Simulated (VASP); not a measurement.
Band structure of MgO (rock salt). Computed with vdW-DF2, VASP's PBE PAW potentials (set 64) (plane waves; VASP 6.6.1).

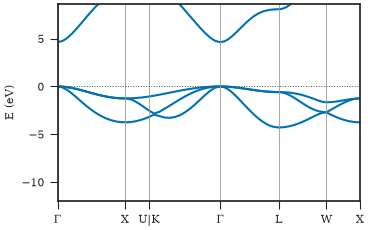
Figure. Bands along high-symmetry lines, zero at the valence-band maximum or, without a gap, the Fermi level

Problem. Read the plot: is there a gap, and where are the band edges?

Solution. The gap is direct, 4.63 eV, from the valence maximum at Γ to the conduction minimum at Γ. (Edges off the drawn lines would not show.)

Measured: gap 8.36 eV (computed value off by -3.73 eV), as given by Wei Chen et al., Physical Review Materials (2018), doi:10.1103/physrevmaterials.2.073803 [zero-point renormalisation of 0.53 eV added back (the table's ZPR column)].

The compound is MgO in the rock salt structure. It was relaxed first.
